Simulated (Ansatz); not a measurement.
# ClFH₆Si₂ (built from SMILES F[SiH2]Cl.[SiH4]): search for a transition state, part 2 of 2

Ansatz 0.2.0, Gaussian basis; PBE0-D4. The steps go on from the part before.

## Step 7: Relaxing after a step of 0.30 Å one way along the mode

downa/in.yaml

```yaml
crystal:
  periodic: [false, false, false]
  atoms:
    - {symbol: Si, position_ang: [-0.625386, -0.870871, -0.541549]}
    - {symbol: F, position_ang: [0.344028, -1.520975, 1.224637]}
    - {symbol: H, position_ang: [0.160282, -1.924443, -1.227430]}
    - {symbol: H, position_ang: [-1.869534, -1.298523, 0.132859]}
    - {symbol: Cl, position_ang: [-1.279054, 0.345631, -2.081764]}
    - {symbol: H, position_ang: [0.467548, -0.745927, 1.040180]}
    - {symbol: Si, position_ang: [0.557876, 1.164284, 0.302468]}
    - {symbol: H, position_ang: [1.416691, 1.276866, 1.537301]}
    - {symbol: H, position_ang: [1.412917, 1.485573, -0.861011]}
    - {symbol: H, position_ang: [-0.585269, 2.088285, 0.474210]}
basis:
  gaussian: {orbitals: def2-TZVP}
hamiltonian: {xc: pbe0, dispersion: d4}
relax: {f_tol: 0.005, max_steps: 200}
```

Started as:

```bash
ansatz run in.yaml --threads 4 --pin off --events-out ev --progress --plain --max-ram 9574MiB
```

The program printed, shortened:

```text
Functional definition: PBE0
  name "PBE0"
  cite "Adamo & Barone, J. Chem. Phys. 110, 6158 (1999) doi:10.1063/1.478522"
  cite "Perdew, Burke & Ernzerhof, Phys. Rev. Lett. 77, 3865 (1996) doi:10.1103/PhysRevLett.77.3865"
  parent pbe
[...]
1224 factors; their error is unknown
[...]
mean field -31080.46494195 eV, -1142.1860195208 hartree, gradient 1.5e-5 eV, S^2 0.000000; 0 other end points of the search recorded, 0 dependent functions left out
[...]
reference -31080.46497580 eV, -1142.1860207647 hartree; 30, 30 occupied and 148, 148 virtual orbitals, 1224 factors
relax step   1: F+E_penalty+E_count = -31080.66479034 eV  Δ(F+E_penalty+E_count) = +0.000e0 eV  max|allowed force component| = 1.268e1 eV/Å  Δτ_max = 0.0000 Å  (27 SCF iters, accepted)
[...]
Atom 0 at    -0.742574    -0.595522    -0.842426 Å, force    -0.000733    -0.000193    -0.000484 eV/Å
Atom 1 at     0.563628    -1.796850     1.672993 Å, force    -0.000651    -0.001453    -0.000610 eV/Å
Atom 2 at     0.148565    -1.697595    -1.269738 Å, force     0.000172    -0.000108    -0.000025 eV/Å
Atom 3 at    -1.821270    -1.095359     0.039549 Å, force     0.000212    -0.000304     0.000105 eV/Å
Atom 4 at    -1.632503     0.184486    -2.540066 Å, force    -0.000148     0.000088    -0.000008 eV/Å
Atom 5 at     0.922789    -0.955639     1.820686 Å, force     0.000587     0.001832     0.000756 eV/Å
Atom 6 at     0.436336     1.191111     0.109834 Å, force     0.001024    -0.000339     0.001919 eV/Å
Atom 7 at     1.150349     0.781551     1.363814 Å, force    -0.000585     0.000018    -0.001138 eV/Å
Atom 8 at     1.467393     1.694356    -0.832582 Å, force    -0.000053     0.000261    -0.000054 eV/Å
Atom 9 at    -0.492613     2.289360     0.477836 Å, force     0.000176     0.000198    -0.000462 eV/Å
Dipole moment:     0.227628     0.250031     0.225753 e Å
```

It took 39 s on 4 threads of Arm Neoverse V2, shared host.

Along the way: (the energy doesn't fall at every step)

```
step  energy from step 1 (eV)  largest force component (eV/Å)
   1                   0.0000                         12.6819
   2                  -1.2225                          0.9153
   3                  -1.4532                          1.5347
   4                  -1.6772                          1.1444
   5                  -1.8172                          0.2645
   6                  -1.8505                          0.2533
   7                  -1.8416                          1.1560
   8                  -1.8645                          0.0599
   9                  -1.8655                          0.0710
  10                  -1.8659                          0.0217
  11                  -1.8660                          0.0085
  12                  -1.8660                          0.0077
  13                  -1.8660                          0.0088
  14                  -1.8660                          0.0111
  15                  -1.8660                          0.0019
```

Distances of close pairs at the start and the end, largest changes first:

```
   bond  before (Å)  after (Å)  change (Å)
Si1–Si7       2.501      2.343      -0.158
  F2–H6       0.806      0.927      +0.120
 Si7–H8       1.508      1.500      -0.008
 Si7–H9       1.479      1.485      +0.006
Si7–H10       1.480      1.485      +0.005
 Si1–H3       1.482      1.480      -0.002
 Si1–H4       1.478      1.480      +0.002
Si1–Cl5       2.069      2.069      +0.001
```

## Step 8: Relaxing after a step of 0.30 Å the other way along the mode

downb/in.yaml

```yaml
crystal:
  periodic: [false, false, false]
  atoms:
    - {symbol: Si, position_ang: [-0.563110, -1.097629, -0.340551]}
    - {symbol: F, position_ang: [0.165302, -1.823602, 1.067275]}
    - {symbol: H, position_ang: [0.195054, -1.961164, -1.262389]}
    - {symbol: H, position_ang: [-1.938816, -1.313006, 0.153907]}
    - {symbol: Cl, position_ang: [-1.161919, 0.317252, -1.885971]}
    - {symbol: H, position_ang: [0.399288, -0.247465, 0.713261]}
    - {symbol: Si, position_ang: [0.622350, 1.240435, 0.367904]}
    - {symbol: H, position_ang: [1.462355, 1.355145, 1.578300]}
    - {symbol: H, position_ang: [1.413091, 1.456137, -0.862587]}
    - {symbol: H, position_ang: [-0.593494, 2.073798, 0.470752]}
basis:
  gaussian: {orbitals: def2-TZVP}
hamiltonian: {xc: pbe0, dispersion: d4}
relax: {f_tol: 0.005, max_steps: 200}
```

Started as:

```bash
ansatz run in.yaml --threads 4 --pin off --events-out ev --progress --plain --max-ram 9574MiB
```

The program printed:

```text
[... 5 set-up lines as earlier in the session ...]
  parameter a = 0.25
  parameter kappa = 0.804
  parameter beta = 0.06672455060314922
  exchange = (1 - a)*pbe_x(kappa = kappa, mu = beta*pi^2/3) + a*exact_x
  correlation = pbe_c(beta = beta)
1224 factors; their error is unknown
mean field evaluation 1: about -31079.7113 eV, gradient 3.4e1 eV
mean field evaluation 2: about -31076.4226 eV, gradient 5.9e1 eV
mean field evaluation 4: about -31081.4512 eV, gradient 1.4e0 eV
mean field evaluation 8: about -31081.5686 eV, gradient 1.7e-1 eV
mean field -31081.56866282 eV, -1142.2265805147 hartree, gradient 5.5e-5 eV, S^2 0.000000; 0 other end points of the search recorded, 0 dependent functions left out
the calculation of the forces begins
reference -31081.56869735 eV, -1142.2265817836 hartree; 30, 30 occupied and 148, 148 virtual orbitals, 1224 factors
relax step   1: F+E_penalty+E_count = -31081.76842305 eV  Δ(F+E_penalty+E_count) = +0.000e0 eV  max|allowed force component| = 1.645e0 eV/Å  Δτ_max = 0.0000 Å  (25 SCF iters, accepted)
these checks for a lower state are left out or cut short: starts, cluster_reference, orbital_swaps, neighbouring_geometries, increment
1224 factors; their error is unknown
mean field evaluation 16: about -31081.6883 eV, gradient 7.0e0 eV
mean field -31081.97405095 eV, -1142.2414782538 hartree, gradient 1.1e-5 eV, S^2 0.000000; 0 other end points of the search recorded, 0 dependent functions left out
the calculation of the forces begins
reference -31081.97408564 eV, -1142.2414795287 hartree; 30, 30 occupied and 148, 148 virtual orbitals, 1224 factors
relax step   2: F+E_penalty+E_count = -31082.17157180 eV  Δ(F+E_penalty+E_count) = -4.031e-1 eV  max|allowed force component| = 1.344e0 eV/Å  Δτ_max = 0.1400 Å  (30 SCF iters, accepted)
these checks for a lower state are left out or cut short: starts, cluster_reference, orbital_swaps, neighbouring_geometries, increment
1224 factors; their error is unknown
mean field -31082.28540589 eV, -1142.2529203368 hartree, gradient 2.6e-5 eV, S^2 0.000000; 0 other end points of the search recorded, 0 dependent functions left out
the calculation of the forces begins
reference -31082.28544097 eV, -1142.2529216259 hartree; 30, 30 occupied and 148, 148 virtual orbitals, 1224 factors
relax step   3: F+E_penalty+E_count = -31082.47874136 eV  Δ(F+E_penalty+E_count) = -3.072e-1 eV  max|allowed force component| = 7.023e-1 eV/Å  Δτ_max = 0.1948 Å  (35 SCF iters, accepted)
these checks for a lower state are left out or cut short: starts, cluster_reference, orbital_swaps, neighbouring_geometries, increment
1224 factors; their error is unknown
mean field evaluation 32: about -31082.4594 eV, gradient 6.9e-1 eV
mean field -31082.57839341 eV, -1142.2636874293 hartree, gradient 2.2e-5 eV, S^2 0.000000; 0 other end points of the search recorded, 0 dependent functions left out
the calculation of the forces begins
reference -31082.57842897 eV, -1142.2636887362 hartree; 30, 30 occupied and 148, 148 virtual orbitals, 1224 factors
relax step   4: F+E_penalty+E_count = -31082.76989691 eV  Δ(F+E_penalty+E_count) = -2.912e-1 eV  max|allowed force component| = 8.969e-1 eV/Å  Δτ_max = 0.2000 Å  (34 SCF iters, accepted)
these checks for a lower state are left out or cut short: starts, cluster_reference, orbital_swaps, neighbouring_geometries, increment
1224 factors; their error is unknown
mean field -31082.91036172 eV, -1142.2758870399 hartree, gradient 2.5e-5 eV, S^2 0.000000; 0 other end points of the search recorded, 0 dependent functions left out
the calculation of the forces begins
reference -31082.91039765 eV, -1142.2758883601 hartree; 30, 30 occupied and 148, 148 virtual orbitals, 1224 factors
relax step   5: F+E_penalty+E_count = -31083.09587522 eV  Δ(F+E_penalty+E_count) = -3.260e-1 eV  max|allowed force component| = 1.293e0 eV/Å  Δτ_max = 0.1981 Å  (33 SCF iters, accepted)
these checks for a lower state are left out or cut short: starts, cluster_reference, orbital_swaps, neighbouring_geometries, increment
1224 factors; their error is unknown
mean field -31083.20672661 eV, -1142.2867782488 hartree, gradient 1.8e-5 eV, S^2 0.000000; 0 other end points of the search recorded, 0 dependent functions left out
the calculation of the forces begins
reference -31083.20676341 eV, -1142.2867796009 hartree; 30, 30 occupied and 148, 148 virtual orbitals, 1224 factors
relax step   6: F+E_penalty+E_count = -31083.38568910 eV  Δ(F+E_penalty+E_count) = -2.898e-1 eV  max|allowed force component| = 1.475e0 eV/Å  Δτ_max = 0.1912 Å  (29 SCF iters, accepted)
these checks for a lower state are left out or cut short: starts, cluster_reference, orbital_swaps, neighbouring_geometries, increment
1224 factors; their error is unknown
mean field -31083.48409536 eV, -1142.2969713621 hartree, gradient 2.2e-5 eV, S^2 0.000000; 0 other end points of the search recorded, 0 dependent functions left out
the calculation of the forces begins
reference -31083.48413302 eV, -1142.2969727463 hartree; 30, 30 occupied and 148, 148 virtual orbitals, 1224 factors
relax step   7: F+E_penalty+E_count = -31083.65796774 eV  Δ(F+E_penalty+E_count) = -2.723e-1 eV  max|allowed force component| = 9.688e-1 eV/Å  Δτ_max = 0.2000 Å  (28 SCF iters, accepted)
these checks for a lower state are left out or cut short: starts, cluster_reference, orbital_swaps, neighbouring_geometries, increment
1224 factors; their error is unknown
mean field evaluation 64: about -31083.5970 eV, gradient 7.9e-5 eV
mean field -31083.59698881 eV, -1142.3011201200 hartree, gradient 1.2e-5 eV, S^2 0.000000; 0 other end points of the search recorded, 0 dependent functions left out
the calculation of the forces begins
reference -31083.59702725 eV, -1142.3011215328 hartree; 30, 30 occupied and 148, 148 virtual orbitals, 1224 factors
relax step   8: F+E_penalty+E_count = -31083.76229482 eV  Δ(F+E_penalty+E_count) = -1.043e-1 eV  max|allowed force component| = 5.068e-1 eV/Å  Δτ_max = 0.1999 Å  (28 SCF iters, accepted)
these checks for a lower state are left out or cut short: starts, cluster_reference, orbital_swaps, neighbouring_geometries, increment
1224 factors; their error is unknown
mean field -31083.63797112 eV, -1142.3026261921 hartree, gradient 1.2e-5 eV, S^2 0.000000; 0 other end points of the search recorded, 0 dependent functions left out
the calculation of the forces begins
reference -31083.63800964 eV, -1142.3026276078 hartree; 30, 30 occupied and 148, 148 virtual orbitals, 1224 factors
relax step   9: F+E_penalty+E_count = -31083.79742273 eV  Δ(F+E_penalty+E_count) = -3.513e-2 eV  max|allowed force component| = 1.077e-1 eV/Å  Δτ_max = 0.2000 Å  (29 SCF iters, accepted)
these checks for a lower state are left out or cut short: starts, cluster_reference, orbital_swaps, neighbouring_geometries, increment
1224 factors; their error is unknown
mean field -31083.64169115 eV, -1142.3027629008 hartree, gradient 2.3e-5 eV, S^2 0.000000; 0 other end points of the search recorded, 0 dependent functions left out
the calculation of the forces begins
reference -31083.64172952 eV, -1142.3027643107 hartree; 30, 30 occupied and 148, 148 virtual orbitals, 1224 factors
relax step  10: F+E_penalty+E_count = -31083.79936720 eV  Δ(F+E_penalty+E_count) = -1.944e-3 eV  max|allowed force component| = 2.187e-1 eV/Å  Δτ_max = 0.1370 Å  (27 SCF iters, accepted)
these checks for a lower state are left out or cut short: starts, cluster_reference, orbital_swaps, neighbouring_geometries, increment
1224 factors; their error is unknown
mean field -31083.64505264 eV, -1142.3028864331 hartree, gradient 1.1e-5 eV, S^2 0.000000; 0 other end points of the search recorded, 0 dependent functions left out
the calculation of the forces begins
reference -31083.64509101 eV, -1142.3028878431 hartree; 30, 30 occupied and 148, 148 virtual orbitals, 1224 factors
relax step  11: F+E_penalty+E_count = -31083.80449702 eV  Δ(F+E_penalty+E_count) = -5.130e-3 eV  max|allowed force component| = 7.624e-2 eV/Å  Δτ_max = 0.1048 Å  (28 SCF iters, accepted)
these checks for a lower state are left out or cut short: starts, cluster_reference, orbital_swaps, neighbouring_geometries, increment
1224 factors; their error is unknown
mean field -31083.64886470 eV, -1142.3030265236 hartree, gradient 2.3e-5 eV, S^2 0.000000; 0 other end points of the search recorded, 0 dependent functions left out
the calculation of the forces begins
reference -31083.64890321 eV, -1142.3030279392 hartree; 30, 30 occupied and 148, 148 virtual orbitals, 1224 factors
relax step  12: F+E_penalty+E_count = -31083.80586980 eV  Δ(F+E_penalty+E_count) = -1.373e-3 eV  max|allowed force component| = 2.809e-2 eV/Å  Δτ_max = 0.0539 Å  (28 SCF iters, accepted)
these checks for a lower state are left out or cut short: starts, cluster_reference, orbital_swaps, neighbouring_geometries, increment
1224 factors; their error is unknown
mean field evaluation 96: about -31083.5352 eV, gradient 3.9e-1 eV
mean field -31083.64974106 eV, -1142.3030587293 hartree, gradient 2.5e-5 eV, S^2 0.000000; 0 other end points of the search recorded, 0 dependent functions left out
the calculation of the forces begins
reference -31083.64977966 eV, -1142.3030601478 hartree; 30, 30 occupied and 148, 148 virtual orbitals, 1224 factors
relax step  13: F+E_penalty+E_count = -31083.80591163 eV  Δ(F+E_penalty+E_count) = -4.183e-5 eV  max|allowed force component| = 6.530e-2 eV/Å  Δτ_max = 0.0175 Å  (28 SCF iters, accepted)
these checks for a lower state are left out or cut short: starts, cluster_reference, orbital_swaps, neighbouring_geometries, increment
1224 factors; their error is unknown
mean field -31083.65012684 eV, -1142.3030729066 hartree, gradient 6.8e-6 eV, S^2 0.000000; 0 other end points of the search recorded, 0 dependent functions left out
the calculation of the forces begins
reference -31083.65016548 eV, -1142.3030743266 hartree; 30, 30 occupied and 148, 148 virtual orbitals, 1224 factors
relax step  14: F+E_penalty+E_count = -31083.80607987 eV  Δ(F+E_penalty+E_count) = -1.682e-4 eV  max|allowed force component| = 9.823e-3 eV/Å  Δτ_max = 0.0220 Å  (28 SCF iters, accepted)
these checks for a lower state are left out or cut short: starts, cluster_reference, orbital_swaps, neighbouring_geometries, increment
1224 factors; their error is unknown
mean field -31083.65017181 eV, -1142.3030745592 hartree, gradient 1.2e-5 eV, S^2 0.000000; 0 other end points of the search recorded, 0 dependent functions left out
the calculation of the forces begins
reference -31083.65021046 eV, -1142.3030759796 hartree; 30, 30 occupied and 148, 148 virtual orbitals, 1224 factors
relax step  15: F+E_penalty+E_count = -31083.80610464 eV  Δ(F+E_penalty+E_count) = -2.477e-5 eV  max|allowed force component| = 9.377e-3 eV/Å  Δτ_max = 0.0069 Å  (22 SCF iters, accepted)
these checks for a lower state are left out or cut short: starts, cluster_reference, orbital_swaps, neighbouring_geometries, increment
1224 factors; their error is unknown
mean field -31083.65019157 eV, -1142.3030752854 hartree, gradient 1.1e-5 eV, S^2 0.000000; 0 other end points of the search recorded, 0 dependent functions left out
the calculation of the forces begins
reference -31083.65023023 eV, -1142.3030767062 hartree; 30, 30 occupied and 148, 148 virtual orbitals, 1224 factors
relax step  16: F+E_penalty+E_count = -31083.80611616 eV  Δ(F+E_penalty+E_count) = -1.152e-5 eV  max|allowed force component| = 3.702e-3 eV/Å  Δτ_max = 0.0051 Å  (22 SCF iters, accepted)
these checks for a lower state are left out or cut short: starts, cluster_reference, orbital_swaps, neighbouring_geometries, increment
1224 factors; their error is unknown
mean field -31083.65017341 eV, -1142.3030746181 hartree, gradient 1.1e-5 eV, S^2 0.000000; 0 other end points of the search recorded, 0 dependent functions left out
the calculation of the forces begins
reference -31083.65021208 eV, -1142.3030760391 hartree; 30, 30 occupied and 148, 148 virtual orbitals, 1224 factors
relax step  17: F+E_penalty+E_count = -31083.80612088 eV  Δ(F+E_penalty+E_count) = -4.719e-6 eV  max|allowed force component| = 2.205e-3 eV/Å  Δτ_max = 0.0059 Å  (22 SCF iters, accepted)
1224 factors; their error is unknown
mean field evaluation 128: about -31083.5357 eV, gradient 1.4e-1 eV
mean field -31083.65017341 eV, -1142.3030746181 hartree, gradient 1.1e-5 eV, S^2 0.000000; 1 other end points of the search recorded, 0 dependent functions left out
the calculation of the forces begins
reference -31083.65021208 eV, -1142.3030760391 hartree; 30, 30 occupied and 148, 148 virtual orbitals, 1224 factors
Total energy: -31083.80615955 eV, -1142.3088070029 hartree
Atom 0 at    -1.128074    -2.033452    -0.752818 Å, force     0.000612     0.002205    -0.000561 eV/Å
Atom 1 at    -0.266960    -2.021766     0.582619 Å, force    -0.000614    -0.000312    -0.000441 eV/Å
Atom 2 at    -0.495371    -2.965169    -1.705445 Å, force     0.000383     0.000028     0.000185 eV/Å
Atom 3 at    -2.516759    -2.391007    -0.406964 Å, force    -0.000162    -0.000042     0.000381 eV/Å
Atom 4 at    -1.114822    -0.162757    -1.559103 Å, force    -0.000212    -0.001558     0.000427 eV/Å
Atom 5 at     1.072919     0.544431     1.342653 Å, force     0.000044    -0.000988     0.000416 eV/Å
Atom 6 at     1.103148     1.911699     0.767955 Å, force    -0.000138     0.000299    -0.000317 eV/Å
Atom 7 at     1.948035     2.789030     1.619065 Å, force     0.000680     0.000566     0.000651 eV/Å
Atom 8 at     1.672377     1.866043    -0.602538 Å, force    -0.000102    -0.000160    -0.000566 eV/Å
Atom 9 at    -0.274392     2.462849     0.714476 Å, force    -0.000491    -0.000037    -0.000177 eV/Å
Dipole moment:    -0.159811    -0.241793    -0.138870 e Å
```

It took 43 s on 4 threads of Arm Neoverse V2, shared host.

Along the way:

```
step  energy from step 1 (eV)  largest force component (eV/Å)
   1                   0.0000                          1.6446
   2                  -0.4031                          1.3441
   3                  -0.7103                          0.7023
   4                  -1.0015                          0.8969
   5                  -1.3275                          1.2932
   6                  -1.6173                          1.4754
   7                  -1.8895                          0.9688
   8                  -1.9939                          0.5068
   9                  -2.0290                          0.1077
  10                  -2.0309                          0.2187
  11                  -2.0361                          0.0762
  12                  -2.0374                          0.0281
  13                  -2.0375                          0.0653
  14                  -2.0377                          0.0098
  15                  -2.0377                          0.0094
  16                  -2.0377                          0.0037
  17                  -2.0377                          0.0022
```

Close pairs (by a distance rule), those that changed most:

```
   bond  before (Å)  after (Å)  change (Å)
 Si1–H6       1.661      3.985      +2.324
 Si1–F2       1.743      1.589      -0.154
Si1–Cl5       2.179      2.037      -0.142
 H6–Si7       1.544      1.483      -0.060
 Si7–H8       1.478      1.486      +0.008
Si7–H10       1.478      1.485      +0.007
 Si7–H9       1.478      1.485      +0.006
 Si1–H4       1.478      1.475      -0.003
```

## Step 9: The three structures

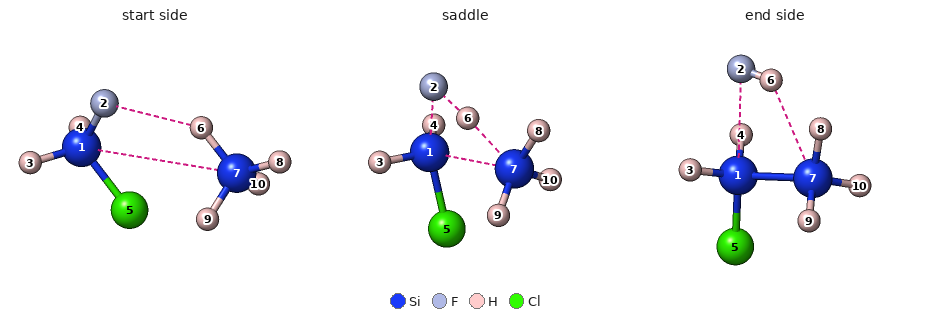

The minimum on the start side, the saddle and the minimum on the end side; broken lines mark the pairs that change.

```
   pair  start side (Å)  saddle (Å)  end side (Å)
Si1–Si7           4.781       2.605         2.343
  F2–H6           2.993       1.219         0.927
 Si1–F2           1.589       1.927         3.078
 H6–Si7           1.483       1.790         2.788
```

## Step 10: Outcome

The summary covers parts 1 to 2.

| quantity | value |
| --- | --- |
| imaginary mode | 1086i cm⁻¹ |
| barrier from the start side | 2.684 eV |
| barrier from the end side | 1.409 eV |
| energy of the step | +1.275 eV |
| pairs that change | Si1–Si7 formed, F2–H6 formed, Si1–F2 broken, H6–Si7 broken |
| zero-point energy at the saddle | 1.417 eV |

**Reading.** The point has a single imaginary mode (1086i cm⁻¹), as a transition state must. The two relaxations end on the structures that were planned. At PBE0-D4/def2-TZVP the electronic barrier is 2.684 eV, about 104 kT at 298 K, and the step runs 1.275 eV uphill. The barrier is thin enough for tunnelling; the leading (Wigner) term alone is a factor of 2.1 at 298 K. A step off the saddle overshot and began above it in energy, so the link to its end is likely but not proven.
